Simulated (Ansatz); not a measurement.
A series of calculations on SiH5OBr

**1. Relaxation**

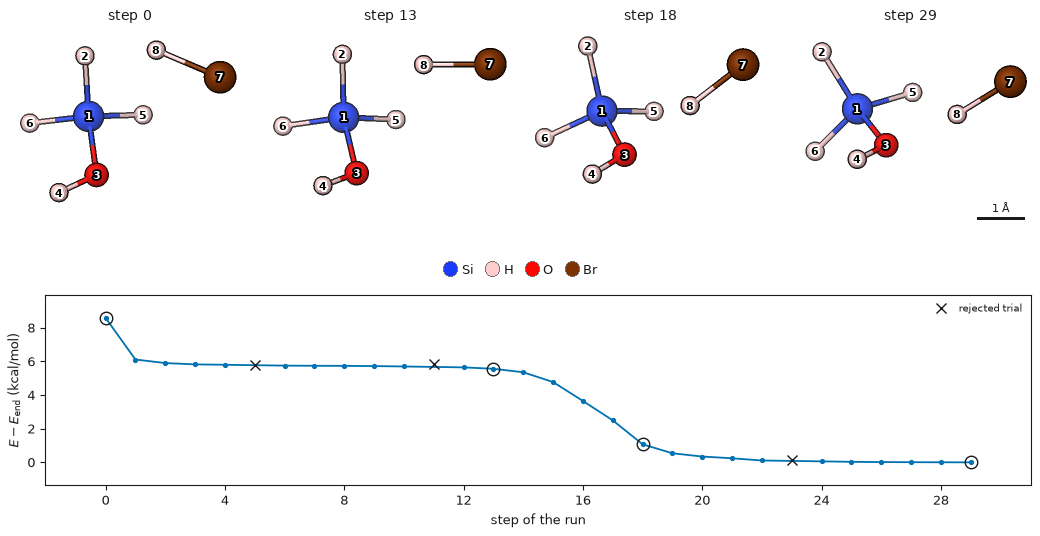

Frames of a relaxation of SiH5OBr, marked on the history of the run. The picture is a ball-and-stick view, seen from a free direction.

The run prepares an end point of a later path (reaction) calculation, from a guessed geometry.

All numbers below come from Ansatz, RKS r2SCANh-D4/def2-SVP. Settings: no spin polarisation; force threshold 0.03 eV/Å; at most 50 steps.

What happens along the run?

The energy falls by 8.59 kcal/mol in 26 accepted moves (29 points after the start). The largest force component goes from 1.3 to 0.026 eV/Å. The line search rejected the trial steps at points 5, 11, 23 of the run. H8 moves most after the best rigid fit: 1.46 Å. By element the largest moves are H 1.46 Å, O 0.68 Å, Br 0.54 Å, Si 0.36 Å. Among the contacts that change: Si1–Br7 3.517 → 4.247 Å, Br7–H8 1.497 → 1.446 Å, Si1–O3 1.659 → 1.683 Å, Si1–H2 1.476 → 1.491 Å. Among the angles between lasting bonds that change: O3–Si1–H5 109.2° → 105.1°, H2–Si1–H5 108.1° → 110.9°. Groups turn about Si1–O3 by about 30°. Cost: 92 s on 2 threads of Arm Neoverse V1, on a shared host, peak memory 0.2 GiB. From step 0 to 13: H8 moves most (0.50 Å), energy −3.03 kcal/mol. From step 13 to 18: H8 moves most (0.86 Å), energy −4.49 kcal/mol. From step 18 to 29: H2 moves most (0.53 Å), energy −1.08 kcal/mol.

```json
{"step": "0", "E − E(0), kcal/mol": "0.00", "largest force component, eV/Å": "1.3457", "note": ""}
{"step": "1", "E − E(0), kcal/mol": "-2.48", "largest force component, eV/Å": "0.3055", "note": ""}
{"step": "2", "E − E(0), kcal/mol": "-2.69", "largest force component, eV/Å": "0.0847", "note": ""}
{"step": "3", "E − E(0), kcal/mol": "-2.77", "largest force component, eV/Å": "0.1020", "note": ""}
{"step": "4", "E − E(0), kcal/mol": "-2.79", "largest force component, eV/Å": "0.1293", "note": ""}
{"step": "5", "E − E(0), kcal/mol": "-2.78", "largest force component, eV/Å": "0.4126", "note": "rejected"}
{"step": "6", "E − E(0), kcal/mol": "-2.84", "largest force component, eV/Å": "0.0513", "note": ""}
{"step": "7", "E − E(0), kcal/mol": "-2.85", "largest force component, eV/Å": "0.0510", "note": ""}
{"step": "8", "E − E(0), kcal/mol": "-2.85", "largest force component, eV/Å": "0.0905", "note": ""}
{"step": "9", "E − E(0), kcal/mol": "-2.87", "largest force component, eV/Å": "0.0907", "note": ""}
{"step": "10", "E − E(0), kcal/mol": "-2.89", "largest force component, eV/Å": "0.0551", "note": ""}
{"step": "11", "E − E(0), kcal/mol": "-2.73", "largest force component, eV/Å": "0.7594", "note": "rejected"}
{"step": "12", "E − E(0), kcal/mol": "-2.94", "largest force component, eV/Å": "0.1280", "note": ""}
{"step": "13", "E − E(0), kcal/mol": "-3.03", "largest force component, eV/Å": "0.2973", "note": ""}
{"step": "14", "E − E(0), kcal/mol": "-3.23", "largest force component, eV/Å": "0.6004", "note": ""}
{"step": "15", "E − E(0), kcal/mol": "-3.81", "largest force component, eV/Å": "0.8430", "note": ""}
{"step": "16", "E − E(0), kcal/mol": "-4.94", "largest force component, eV/Å": "0.8005", "note": ""}
{"step": "17", "E − E(0), kcal/mol": "-6.09", "largest force component, eV/Å": "0.7138", "note": ""}
{"step": "18", "E − E(0), kcal/mol": "-7.51", "largest force component, eV/Å": "0.4434", "note": ""}
{"step": "19", "E − E(0), kcal/mol": "-8.05", "largest force component, eV/Å": "0.2551", "note": ""}
{"step": "20", "E − E(0), kcal/mol": "-8.24", "largest force component, eV/Å": "0.4804", "note": ""}
{"step": "21", "E − E(0), kcal/mol": "-8.35", "largest force component, eV/Å": "0.1818", "note": ""}
{"step": "22", "E − E(0), kcal/mol": "-8.48", "largest force component, eV/Å": "0.1653", "note": ""}
{"step": "23", "E − E(0), kcal/mol": "-8.45", "largest force component, eV/Å": "0.4245", "note": "rejected"}
{"step": "24", "E − E(0), kcal/mol": "-8.53", "largest force component, eV/Å": "0.0935", "note": ""}
{"step": "25", "E − E(0), kcal/mol": "-8.56", "largest force component, eV/Å": "0.0363", "note": ""}
{"step": "26", "E − E(0), kcal/mol": "-8.57", "largest force component, eV/Å": "0.0196", "note": ""}
{"step": "27", "E − E(0), kcal/mol": "-8.58", "largest force component, eV/Å": "0.0267", "note": ""}
{"step": "28", "E − E(0), kcal/mol": "-8.59", "largest force component, eV/Å": "0.0277", "note": ""}
{"step": "29", "E − E(0), kcal/mol": "-8.59", "largest force component, eV/Å": "0.0261", "note": ""}
```

**2. Relaxation**

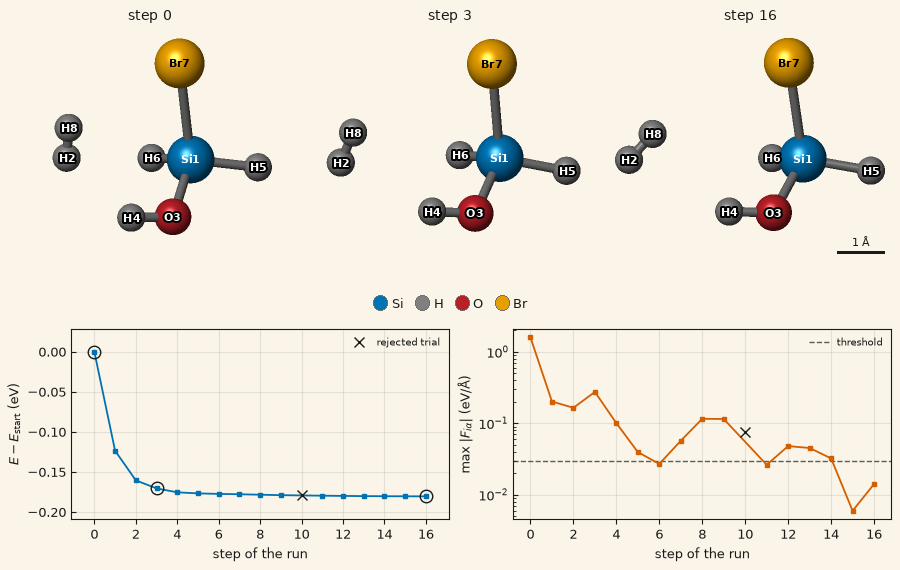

Frames of a relaxation of SiH5OBr, marked on the history of the run. Style: ball-and-stick. Shown at a tilt.

The run prepares an end point of a later path (reaction) calculation, from a guessed geometry.

All numbers below come from RKS r2SCANh-D4/def2-SVP (Ansatz). Set-up: no spin polarisation; force threshold 0.03 eV/Å; at most 50 steps.

Describe the path.

The atom that moves furthest after the best rigid fit is H2 (0.92 Å). By element the largest moves are H 0.92 Å, Br 0.29 Å, Si 0.27 Å, O 0.14 Å. Some distances before and after: Si1–Br7 2.288 → 2.236 Å, H2–H8 0.717 → 0.758 Å, Si1–H6 1.481 → 1.486 Å. Over 15 accepted moves (16 points after the start) the energy falls by 0.180 eV. Largest force component: 1.6 eV/Å at the start, 0.014 eV/Å at the end. The line search rejected the trial step at point 10 of the run. The forces were under the threshold at step 6, but the run went on from there. The run took 46 s on 2 threads of Arm Neoverse V1, on a shared host, peak memory 0.2 GiB. From step 0 to 3: H2 moves most (0.57 Å), energy −0.170 eV. From step 3 to 16: H2 moves most (0.41 Å), energy −0.010 eV.

```csv
step,"E − E(0), eV","largest force component, eV/Å",note
0,0.0000,1.5955,
1,-0.1234,0.2020,
2,-0.1603,0.1651,
3,-0.1704,0.2751,
4,-0.1753,0.1006,
5,-0.1766,0.0396,
6,-0.1772,0.0270,
7,-0.1777,0.0571,
8,-0.1782,0.1158,
9,-0.1788,0.1150,
10,-0.1788,0.0756,rejected
11,-0.1795,0.0263,
12,-0.1797,0.0480,
13,-0.1800,0.0451,
14,-0.1801,0.0323,
15,-0.1802,0.0060,
16,-0.1803,0.0141,
```

**3. Path**

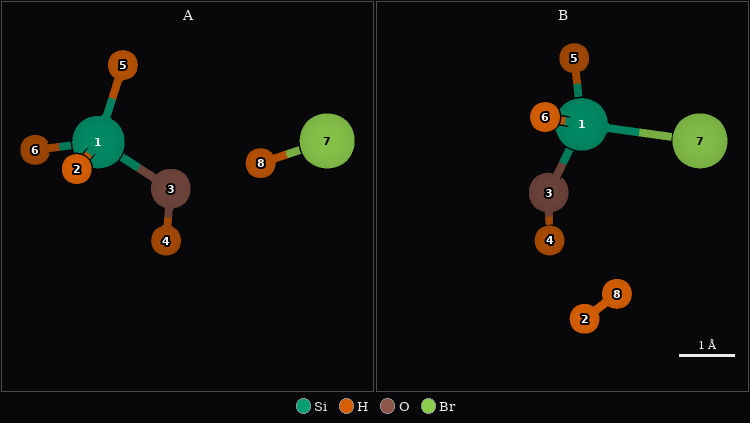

The two relaxed end points of a path for SiH5OBr. A ball-and-stick model, seen at a tilt.

Theory: Ansatz, RKS r2SCANh-D4/def2-SVP.

Set-up: 9 movable images; climbing image; force threshold 0.05 eV/Å; iteration limit 60.

Start:
```xyz
8

Si   -0.3701   -0.3599   -0.0630
H    -0.8634   -0.9256    1.2252
O     1.2711    0.0031    0.0246
H     1.8830   -0.7127    0.2255
H    -1.0362    0.9293   -0.3626
H    -0.6238   -1.3506   -1.1484
Br    1.9835    2.7558    1.6068
H     1.7519    1.5538    0.8366
```

End:
```xyz
8

Si   -0.0722    0.6696   -0.6200
H     1.3071   -1.0210    2.5040
O     1.2454   -0.3170   -0.7053
H     1.5399   -0.7387    0.1080
H    -0.3040    1.1863   -1.9841
H    -1.2644   -0.0196   -0.0622
Br    0.3096    2.4109    0.7294
H     1.2347   -0.2772    2.3749
```

Predict the minimum-energy path and its barrier.

The energy climbs by 36.3 kcal/mol to image 5 and then falls by 50.3 kcal/mol, so the end point sits at −14.0 kcal/mol. Breaking: Br7–H8 (1.45 → 1.85 at the top → 3.28 Å), Si1–H2 (1.49 → 1.71 at the top → 3.81 Å). Forming: H2–H8 (3.62 → 0.92 at the top → 0.76 Å), Si1–Br7 (4.25 → 2.65 at the top → 2.24 Å). The band converged in 23 iterations. The largest component of the band force went from 7.8 to 0.038 eV/Å. The climbing image converged on the top of the path. Its vibrational analysis gives one imaginary mode (771i cm⁻¹), as a transition state must have.

Energies of the converged images:

```
image  path (Å)  E (kcal/mol)
    0      0.00           0.0
    1      0.97           0.3
    2      1.95           4.4
    3      2.92           5.7
    4      3.89           9.7
    5      4.87          36.3
    6      6.13           2.9
    7      7.40         -12.4
    8      8.67         -13.4
    9      9.94         -13.6
   10     11.20         -14.0
```

The geometry at the top of the path:

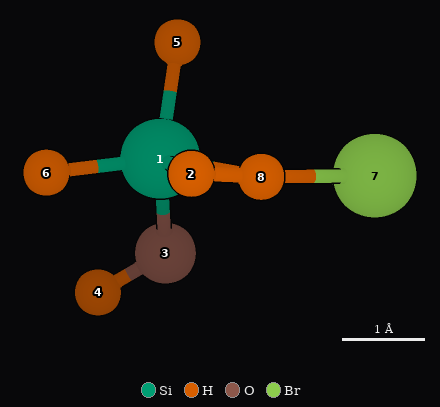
